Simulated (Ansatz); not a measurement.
**ClH₁₀N₂Si₃ radical (built from SMILES Cl.[SiH3]N[SiH]N[SiH3]): molecular dynamics**

The task is to watch the atoms for 60 steps of 0.5 fs, started with velocities for 1500 K and run at constant energy, and see to which side of the barrier the system falls.

Program: Ansatz 0.2.0, Gaussian basis. Level of theory: PBE0-D4/def2-SVPD, unrestricted. These are calculated values, not measurements.

**1. Starting geometry**

The start, a first-order saddle point found at PBE0-D4 in triple zeta: 16 atoms, charge 0, spin multiplicity 2.

Atoms are counted from 1 here; the program's logs count them from 0.

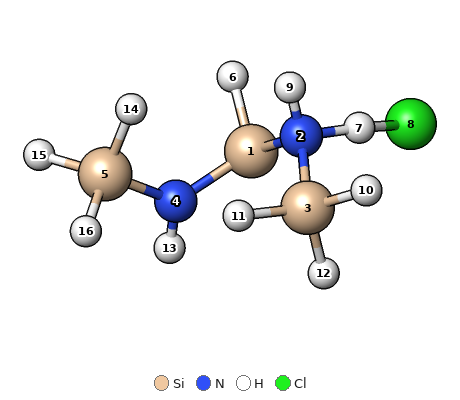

The starting geometry (silicon light orange, nitrogen blue, hydrogen white, chlorine green); atoms are numbered from 1 in the order of the file.

Geometry (Å):

```xyz
16

Si    0.6568    0.8262    1.0124
N     1.1889   -0.6464    0.0799
Si    0.8341   -0.7169   -1.6583
N    -0.9081    1.2632    0.4176
Si   -2.3609    0.3255    0.5384
H     0.6064    0.3275    2.4123
H     2.4038   -0.3735    0.3052
Cl    3.6450    0.4173    0.8428
H     0.9905   -1.5142    0.5710
H     1.6796   -1.7783   -2.2516
H    -0.5981   -1.0331   -1.8772
H     1.1689    0.6160   -2.2035
H    -0.9984    2.2108    0.0813
H    -1.9304   -1.0484    0.9101
H    -3.2921    0.8374    1.5787
H    -3.0861    0.2870   -0.7590
```

**2. The run**

File md/in.yaml:

```yaml
crystal:
  periodic: [false, false, false]
  atoms:
    - {symbol: Si, position_ang: [0.656792, 0.826241, 1.012380]}
    - {symbol: N, position_ang: [1.188936, -0.646423, 0.079906]}
    - {symbol: Si, position_ang: [0.834139, -0.716909, -1.658330]}
    - {symbol: N, position_ang: [-0.908107, 1.263192, 0.417607]}
    - {symbol: Si, position_ang: [-2.360931, 0.325490, 0.538369]}
    - {symbol: H, position_ang: [0.606398, 0.327536, 2.412302]}
    - {symbol: H, position_ang: [2.403786, -0.373521, 0.305170]}
    - {symbol: Cl, position_ang: [3.644954, 0.417263, 0.842817]}
    - {symbol: H, position_ang: [0.990527, -1.514220, 0.571024]}
    - {symbol: H, position_ang: [1.679637, -1.778303, -2.251571]}
    - {symbol: H, position_ang: [-0.598081, -1.033093, -1.877164]}
    - {symbol: H, position_ang: [1.168910, 0.615985, -2.203515]}
    - {symbol: H, position_ang: [-0.998357, 2.210768, 0.081321]}
    - {symbol: H, position_ang: [-1.930392, -1.048437, 0.910061]}
    - {symbol: H, position_ang: [-3.292135, 0.837390, 1.578743]}
    - {symbol: H, position_ang: [-3.086077, 0.287039, -0.759021]}
basis:
  gaussian: {orbitals: def2-SVPD}
magnetization: {spin_polarized: true, initial_magnetization: 1}
hamiltonian: {xc: pbe0, dispersion: d4}
md: {n_steps: 60, timestep: 0.5, temperature: 1500, ensemble: nve, seed: 71, initial_velocities: maxwell_boltzmann}
```

Run with:

```
$ ansatz run in.yaml --threads 4 --pin off --events-out ev --progress --plain --max-ram 66560MiB --backend cuda --devices 0, --max-vram 37GiB
```

The program printed:

```text
Functional definition: PBE0
  name "PBE0"
  cite "Adamo & Barone, J. Chem. Phys. 110, 6158 (1999) doi:10.1063/1.478522"
  cite "Perdew, Burke & Ernzerhof, Phys. Rev. Lett. 77, 3865 (1996) doi:10.1103/PhysRevLett.77.3865"
  parent pbe
  parameter a = 0.25
  parameter kappa = 0.804
  parameter beta = 0.06672455060314922
  exchange = (1 - a)*pbe_x(kappa = kappa, mu = beta*pi^2/3) + a*exact_x
  correlation = pbe_c(beta = beta)
2234 factors; integrals over basis functions are off by at most 3.8e-4 eV
mean field evaluation 1: about -39260.8166 eV, gradient 4.4e1 eV
mean field evaluation 2: about -39251.0273 eV, gradient 6.3e1 eV
mean field evaluation 4: about -39268.5882 eV, gradient 2.9e0 eV
mean field evaluation 8: about -39268.6358 eV, gradient 2.8e-1 eV
mean field evaluation 16: about -39268.6362 eV, gradient 1.8e-4 eV
mean field -39268.63616981 eV, -1443.0957620030 hartree, gradient 5.6e-5 eV, S^2 0.752042; 0 other end points of the search recorded, 0 dependent functions left out
the calculation of the forces begins
reference -39268.63621788 eV, -1443.0957637696 hartree; 42, 41 occupied and 177, 178 virtual orbitals, 2234 factors
md step     0: t =     0.00 fs  T =  1500.0 K  F+E_penalty+E_count = -39269.09057854 eV  E_kin = 2.714460 eV  conserved = -39266.37611856 eV  (30 SCF iters)
[... from here on, the SCF cycles and remarks between the steps are left out ...]
md step     1: t =     0.50 fs  T =  1466.6 K  F+E_penalty+E_count = -39269.02971006 eV  E_kin = 2.654063 eV  conserved = -39266.37564716 eV  (31 SCF iters, 3 dispersion substeps)
md step     2: t =     1.00 fs  T =  1378.8 K  F+E_penalty+E_count = -39268.86759015 eV  E_kin = 2.495129 eV  conserved = -39266.37246118 eV  (29 SCF iters, 3 dispersion substeps)
md step     3: t =     1.50 fs  T =  1264.7 K  F+E_penalty+E_count = -39268.65651452 eV  E_kin = 2.288652 eV  conserved = -39266.36786257 eV  (29 SCF iters, 3 dispersion substeps)
md step     4: t =     2.00 fs  T =  1161.8 K  F+E_penalty+E_count = -39268.46740274 eV  E_kin = 2.102396 eV  conserved = -39266.36500632 eV  (29 SCF iters, 3 dispersion substeps)
md step     5: t =     2.50 fs  T =  1093.2 K  F+E_penalty+E_count = -39268.34391769 eV  E_kin = 1.978235 eV  conserved = -39266.36568293 eV  (29 SCF iters, 3 dispersion substeps)
md step     6: t =     3.00 fs  T =  1054.9 K  F+E_penalty+E_count = -39268.27712271 eV  E_kin = 1.908905 eV  conserved = -39266.36821739 eV  (29 SCF iters, 3 dispersion substeps)
md step     7: t =     3.50 fs  T =  1026.8 K  F+E_penalty+E_count = -39268.22823805 eV  E_kin = 1.858195 eV  conserved = -39266.37004296 eV  (28 SCF iters, 3 dispersion substeps)
md step     8: t =     4.00 fs  T =   992.3 K  F+E_penalty+E_count = -39268.16602882 eV  E_kin = 1.795635 eV  conserved = -39266.37039394 eV  (29 SCF iters, 3 dispersion substeps)
md step     9: t =     4.50 fs  T =   945.4 K  F+E_penalty+E_count = -39268.08076321 eV  E_kin = 1.710895 eV  conserved = -39266.36986821 eV  (29 SCF iters, 3 dispersion substeps)
md step    10: t =     5.00 fs  T =   888.8 K  F+E_penalty+E_count = -39267.97743902 eV  E_kin = 1.608339 eV  conserved = -39266.36910005 eV  (30 SCF iters, 3 dispersion substeps)
md step    11: t =     5.50 fs  T =   827.9 K  F+E_penalty+E_count = -39267.86649823 eV  E_kin = 1.498189 eV  conserved = -39266.36830907 eV  (29 SCF iters, 3 dispersion substeps)
md step    12: t =     6.00 fs  T =   769.4 K  F+E_penalty+E_count = -39267.75977637 eV  E_kin = 1.392275 eV  conserved = -39266.36750098 eV  (29 SCF iters, 3 dispersion substeps)
md step    13: t =     6.50 fs  T =   720.0 K  F+E_penalty+E_count = -39267.66962431 eV  E_kin = 1.302868 eV  conserved = -39266.36675647 eV  (30 SCF iters, 3 dispersion substeps)
md step    14: t =     7.00 fs  T =   685.7 K  F+E_penalty+E_count = -39267.60716750 eV  E_kin = 1.240814 eV  conserved = -39266.36635324 eV  (30 SCF iters, 3 dispersion substeps)
md step    15: t =     7.50 fs  T =   669.4 K  F+E_penalty+E_count = -39267.57799255 eV  E_kin = 1.211353 eV  conserved = -39266.36663984 eV  (30 SCF iters, 3 dispersion substeps)
md step    16: t =     8.00 fs  T =   668.3 K  F+E_penalty+E_count = -39267.57707575 eV  E_kin = 1.209302 eV  conserved = -39266.36777391 eV  (29 SCF iters, 3 dispersion substeps)
md step    17: t =     8.50 fs  T =   672.7 K  F+E_penalty+E_count = -39267.58684877 eV  E_kin = 1.217336 eV  conserved = -39266.36951285 eV  (31 SCF iters, 3 dispersion substeps)
md step    18: t =     9.00 fs  T =   668.9 K  F+E_penalty+E_count = -39267.58154791 eV  E_kin = 1.210400 eV  conserved = -39266.37114814 eV  (31 SCF iters, 3 dispersion substeps)
md step    19: t =     9.50 fs  T =   645.0 K  F+E_penalty+E_count = -39267.53872926 eV  E_kin = 1.167156 eV  conserved = -39266.37157283 eV  (31 SCF iters, 3 dispersion substeps)
md step    20: t =    10.00 fs  T =   600.4 K  F+E_penalty+E_count = -39267.45621512 eV  E_kin = 1.086471 eV  conserved = -39266.36974456 eV  (34 SCF iters, 3 dispersion substeps)
md step    21: t =    10.50 fs  T =   552.7 K  F+E_penalty+E_count = -39267.36621636 eV  E_kin = 1.000266 eV  conserved = -39266.36595002 eV  (31 SCF iters, 3 dispersion substeps)
md step    22: t =    11.00 fs  T =   533.5 K  F+E_penalty+E_count = -39267.32822175 eV  E_kin = 0.965456 eV  conserved = -39266.36276535 eV  (30 SCF iters, 3 dispersion substeps)
md step    23: t =    11.50 fs  T =   567.6 K  F+E_penalty+E_count = -39267.39020316 eV  E_kin = 1.027176 eV  conserved = -39266.36302742 eV  (31 SCF iters, 3 dispersion substeps)
md step    24: t =    12.00 fs  T =   653.3 K  F+E_penalty+E_count = -39267.54860740 eV  E_kin = 1.182255 eV  conserved = -39266.36635240 eV  (31 SCF iters, 3 dispersion substeps)
md step    25: t =    12.50 fs  T =   764.5 K  F+E_penalty+E_count = -39267.75335420 eV  E_kin = 1.383503 eV  conserved = -39266.36985167 eV  (31 SCF iters, 3 dispersion substeps)
md step    26: t =    13.00 fs  T =   871.4 K  F+E_penalty+E_count = -39267.94869511 eV  E_kin = 1.577005 eV  conserved = -39266.37168967 eV  (31 SCF iters, 3 dispersion substeps)
md step    27: t =    13.50 fs  T =   956.0 K  F+E_penalty+E_count = -39268.10204603 eV  E_kin = 1.730034 eV  conserved = -39266.37201201 eV  (30 SCF iters, 3 dispersion substeps)
md step    28: t =    14.00 fs  T =  1013.0 K  F+E_penalty+E_count = -39268.20469828 eV  E_kin = 1.833093 eV  conserved = -39266.37160530 eV  (29 SCF iters, 3 dispersion substeps)
md step    29: t =    14.50 fs  T =  1044.5 K  F+E_penalty+E_count = -39268.26115183 eV  E_kin = 1.890213 eV  conserved = -39266.37093894 eV  (30 SCF iters, 3 dispersion substeps)
md step    30: t =    15.00 fs  T =  1056.3 K  F+E_penalty+E_count = -39268.28157641 eV  E_kin = 1.911458 eV  conserved = -39266.37011845 eV  (31 SCF iters, 3 dispersion substeps)
md step    31: t =    15.50 fs  T =  1055.6 K  F+E_penalty+E_count = -39268.27935056 eV  E_kin = 1.910191 eV  conserved = -39266.36915982 eV  (30 SCF iters, 3 dispersion substeps)
md step    32: t =    16.00 fs  T =  1051.0 K  F+E_penalty+E_count = -39268.27009514 eV  E_kin = 1.901887 eV  conserved = -39266.36820792 eV  (30 SCF iters, 3 dispersion substeps)
md step    33: t =    16.50 fs  T =  1050.7 K  F+E_penalty+E_count = -39268.26903248 eV  E_kin = 1.901451 eV  conserved = -39266.36758114 eV  (30 SCF iters, 3 dispersion substeps)
md step    34: t =    17.00 fs  T =  1060.1 K  F+E_penalty+E_count = -39268.28601009 eV  E_kin = 1.918364 eV  conserved = -39266.36764610 eV  (31 SCF iters, 3 dispersion substeps)
md step    35: t =    17.50 fs  T =  1078.4 K  F+E_penalty+E_count = -39268.32012039 eV  E_kin = 1.951535 eV  conserved = -39266.36858575 eV  (30 SCF iters, 3 dispersion substeps)
md step    36: t =    18.00 fs  T =  1098.1 K  F+E_penalty+E_count = -39268.35739343 eV  E_kin = 1.987213 eV  conserved = -39266.37018054 eV  (31 SCF iters, 3 dispersion substeps)
md step    37: t =    18.50 fs  T =  1107.0 K  F+E_penalty+E_count = -39268.37489433 eV  E_kin = 2.003234 eV  conserved = -39266.37166008 eV  (30 SCF iters, 3 dispersion substeps)
md step    38: t =    19.00 fs  T =  1094.8 K  F+E_penalty+E_count = -39268.35304983 eV  E_kin = 1.981232 eV  conserved = -39266.37181820 eV  (30 SCF iters, 3 dispersion substeps)
md step    39: t =    19.50 fs  T =  1062.9 K  F+E_penalty+E_count = -39268.29338924 eV  E_kin = 1.923539 eV  conserved = -39266.36984981 eV  (31 SCF iters, 3 dispersion substeps)
md step    40: t =    20.00 fs  T =  1028.7 K  F+E_penalty+E_count = -39268.22833420 eV  E_kin = 1.861515 eV  conserved = -39266.36681949 eV  (31 SCF iters, 3 dispersion substeps)
md step    41: t =    20.50 fs  T =  1015.6 K  F+E_penalty+E_count = -39268.20339006 eV  E_kin = 1.837825 eV  conserved = -39266.36556534 eV  (30 SCF iters, 3 dispersion substeps)
md step    42: t =    21.00 fs  T =  1032.8 K  F+E_penalty+E_count = -39268.23646331 eV  E_kin = 1.868963 eV  conserved = -39266.36750017 eV  (30 SCF iters, 3 dispersion substeps)
md step    43: t =    21.50 fs  T =  1065.2 K  F+E_penalty+E_count = -39268.29836826 eV  E_kin = 1.927683 eV  conserved = -39266.37068552 eV  (33 SCF iters, 3 dispersion substeps)
md step    44: t =    22.00 fs  T =  1087.0 K  F+E_penalty+E_count = -39268.33955942 eV  E_kin = 1.967022 eV  conserved = -39266.37253783 eV  (29 SCF iters, 3 dispersion substeps)
md step    45: t =    22.50 fs  T =  1080.6 K  F+E_penalty+E_count = -39268.32788751 eV  E_kin = 1.955433 eV  conserved = -39266.37245416 eV  (30 SCF iters, 3 dispersion substeps)
md step    46: t =    23.00 fs  T =  1043.7 K  F+E_penalty+E_count = -39268.26006831 eV  E_kin = 1.888774 eV  conserved = -39266.37129428 eV  (31 SCF iters, 3 dispersion substeps)
md step    47: t =    23.50 fs  T =   984.2 K  F+E_penalty+E_count = -39268.15094666 eV  E_kin = 1.780991 eV  conserved = -39266.36995527 eV  (31 SCF iters, 3 dispersion substeps)
md step    48: t =    24.00 fs  T =   912.6 K  F+E_penalty+E_count = -39268.02025539 eV  E_kin = 1.651441 eV  conserved = -39266.36881474 eV  (31 SCF iters, 3 dispersion substeps)
md step    49: t =    24.50 fs  T =   839.0 K  F+E_penalty+E_count = -39267.88618003 eV  E_kin = 1.518326 eV  conserved = -39266.36785387 eV  (31 SCF iters, 3 dispersion substeps)
md step    50: t =    25.00 fs  T =   772.4 K  F+E_penalty+E_count = -39267.76477786 eV  E_kin = 1.397819 eV  conserved = -39266.36695869 eV  (31 SCF iters, 3 dispersion substeps)
md step    51: t =    25.50 fs  T =   721.1 K  F+E_penalty+E_count = -39267.67102359 eV  E_kin = 1.304864 eV  conserved = -39266.36615985 eV  (31 SCF iters, 3 dispersion substeps)
md step    52: t =    26.00 fs  T =   691.9 K  F+E_penalty+E_count = -39267.61789984 eV  E_kin = 1.252176 eV  conserved = -39266.36572335 eV  (30 SCF iters, 3 dispersion substeps)
md step    53: t =    26.50 fs  T =   688.6 K  F+E_penalty+E_count = -39267.61224582 eV  E_kin = 1.246201 eV  conserved = -39266.36604486 eV  (31 SCF iters, 3 dispersion substeps)
md step    54: t =    27.00 fs  T =   708.3 K  F+E_penalty+E_count = -39267.64905786 eV  E_kin = 1.281683 eV  conserved = -39266.36737527 eV  (30 SCF iters, 3 dispersion substeps)
md step    55: t =    27.50 fs  T =   739.9 K  F+E_penalty+E_count = -39267.70840456 eV  E_kin = 1.338928 eV  conserved = -39266.36947704 eV  (31 SCF iters, 3 dispersion substeps)
md step    56: t =    28.00 fs  T =   767.4 K  F+E_penalty+E_count = -39267.76005950 eV  E_kin = 1.388699 eV  conserved = -39266.37136093 eV  (31 SCF iters, 3 dispersion substeps)
md step    57: t =    28.50 fs  T =   777.7 K  F+E_penalty+E_count = -39267.77896750 eV  E_kin = 1.407385 eV  conserved = -39266.37158207 eV  (30 SCF iters, 3 dispersion substeps)
md step    58: t =    29.00 fs  T =   771.5 K  F+E_penalty+E_count = -39267.76568757 eV  E_kin = 1.396066 eV  conserved = -39266.36962153 eV  (31 SCF iters, 3 dispersion substeps)
md step    59: t =    29.50 fs  T =   764.9 K  F+E_penalty+E_count = -39267.75143183 eV  E_kin = 1.384114 eV  conserved = -39266.36731733 eV  (29 SCF iters, 3 dispersion substeps)
md step    60: t =    30.00 fs  T =   775.1 K  F+E_penalty+E_count = -39267.77012657 eV  E_kin = 1.402723 eV  conserved = -39266.36740313 eV  (34 SCF iters, 3 dispersion substeps)
Total energy: -39267.77017332 eV, -1443.0639372189 hartree
Atom 0 at     0.852853     0.974593     1.212319 Å, force    -1.447333     0.047918    -2.324755 eV/Å
Atom 1 at     1.047266    -0.643134    -0.008649 Å, force    -0.545279    -1.326750     2.386963 eV/Å
Atom 2 at     0.714592    -0.813984    -1.778966 Å, force    -0.566282     0.968194     0.668411 eV/Å
Atom 3 at    -0.924987     1.431029     0.437521 Å, force     4.387182    -3.860054     2.499632 eV/Å
Atom 4 at    -2.073148     0.242109     0.450944 Å, force    -2.401673    -2.399201     0.480449 eV/Å
Atom 5 at     0.415124     0.396932     2.528432 Å, force     0.290542    -0.255910    -0.126236 eV/Å
Atom 6 at     2.071237    -0.757818     0.195780 Å, force    -0.102589     0.150113    -0.358666 eV/Å
Atom 7 at     3.449189     0.413841     0.883557 Å, force    -0.245894     0.579728     0.553549 eV/Å
Atom 8 at     0.621886    -1.444282     0.540578 Å, force     0.262984     1.035150    -0.858877 eV/Å
Atom 9 at     1.845037    -1.612515    -2.260046 Å, force     0.223139    -0.036357    -0.423473 eV/Å
Atom 10 at    -0.601396    -1.448129    -1.904570 Å, force    -0.222063    -0.468254    -0.086727 eV/Å
Atom 11 at     0.488720     0.600250    -2.159678 Å, force     0.438221     0.010062    -0.511941 eV/Å
Atom 12 at    -1.200686     2.255350     0.111671 Å, force    -0.814198     4.858882    -1.647123 eV/Å
Atom 13 at    -1.484913    -1.055797     0.927495 Å, force     0.188011     0.086830    -0.158700 eV/Å
Atom 14 at    -3.324572     0.286060     1.237977 Å, force    -0.022933     0.616932     1.113504 eV/Å
Atom 15 at    -2.948337    -0.052003    -0.702952 Å, force     0.578166    -0.007284    -1.206007 eV/Å
Dipole moment:    -0.523930    -0.329577    -0.495778 e Å
```

It took 3.2 min on 1 × a share of an NVIDIA H100 with 4 threads of AMD EPYC 7R13, shared host; peak host memory 1.2 GiB.

**3. Frames and traces**

Every 3 steps:

```csv
time (fs),T (K),potential (meV),potential + kinetic (meV),Si1–Cl8 (Å),N2–H7 (Å),Si1–N2 (Å),H7–Cl8 (Å)
0.00,1500,0.0,0.0,3.021,1.265,1.822,1.567
1.50,1265,434.1,8.3,3.019,1.278,1.844,1.542
3.00,1055,813.5,7.9,3.016,1.285,1.866,1.524
4.50,945,1009.8,6.3,3.013,1.287,1.888,1.515
6.00,769,1330.8,8.6,3.007,1.279,1.909,1.517
7.50,669,1512.6,9.5,2.997,1.261,1.928,1.530
9.00,669,1509.0,5.0,2.985,1.231,1.943,1.557
10.50,553,1724.4,10.2,2.969,1.187,1.955,1.599
12.00,653,1542.0,9.8,2.950,1.132,1.966,1.657
13.50,956,988.5,4.1,2.929,1.074,1.977,1.723
15.00,1056,809.0,6.0,2.906,1.032,1.989,1.785
16.50,1051,821.5,8.5,2.883,1.025,1.999,1.824
18.00,1098,733.2,5.9,2.859,1.056,2.008,1.840
19.50,1063,797.2,6.3,2.835,1.098,2.015,1.846
21.00,1033,854.1,8.6,2.811,1.125,2.022,1.857
22.50,1081,762.7,3.7,2.787,1.123,2.028,1.877
24.00,913,1070.3,7.3,2.764,1.089,2.034,1.907
25.50,721,1419.6,10.0,2.741,1.035,2.038,1.942
27.00,708,1441.5,8.7,2.719,0.995,2.039,1.966
28.50,778,1311.6,4.5,2.697,1.003,2.039,1.962
30.00,775,1320.5,8.7,2.676,1.050,2.036,1.935
```

Energies count from the start.

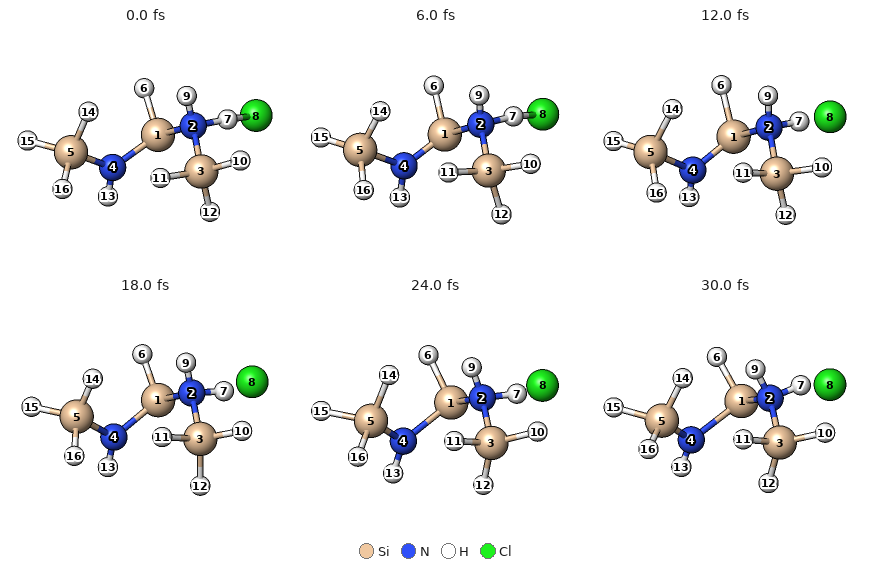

Six frames.

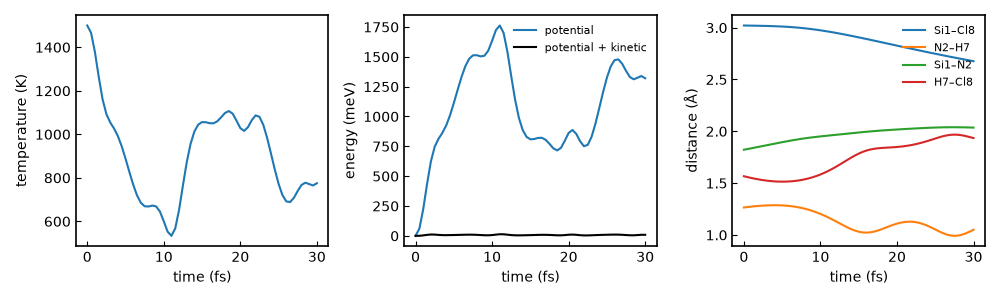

Temperature, energies and the distances followed.

Positions (Å) and forces (eV/Å) at 30.00 fs:

```xyz
16

Si    0.853    0.975    1.212   -1.447    0.048   -2.325
N     1.047   -0.643   -0.009   -0.545   -1.327    2.387
Si    0.715   -0.814   -1.779   -0.566    0.968    0.668
N    -0.925    1.431    0.438    4.387   -3.860    2.500
Si   -2.073    0.242    0.451   -2.402   -2.399    0.480
H     0.415    0.397    2.528    0.291   -0.256   -0.126
H     2.071   -0.758    0.196   -0.103    0.150   -0.359
Cl    3.449    0.414    0.884   -0.246    0.580    0.554
H     0.622   -1.444    0.541    0.263    1.035   -0.859
H     1.845   -1.613   -2.260    0.223   -0.036   -0.423
H    -0.601   -1.448   -1.905   -0.222   -0.468   -0.087
H     0.489    0.600   -2.160    0.438    0.010   -0.512
H    -1.201    2.255    0.112   -0.814    4.859   -1.647
H    -1.485   -1.056    0.927    0.188    0.087   -0.159
H    -3.325    0.286    1.238   -0.023    0.617    1.114
H    -2.948   -0.052   -0.703    0.578   -0.007   -1.206
```

**4. What came out**

```
                                                 quantity              value
                                                   length  60 steps, 30.0 fs
                                 temperature at the start             1500 K
                            mean temperature, second half              935 K
lowest and highest potential energy, from the first frame     0 and 1762 meV
                    largest change of potential + kinetic           13.4 meV
                                   bonds lost by distance             H7–Cl8
```

**Reading.** By the last frame it has moved towards the side where Si1–Cl8, N2–H7 form. With no thermostat the total energy should stay fixed; it holds within 13.4 meV, small beside the kinetic energy, so the time step serves. With 16 atoms the instant temperature spans 534 to 1500 K.
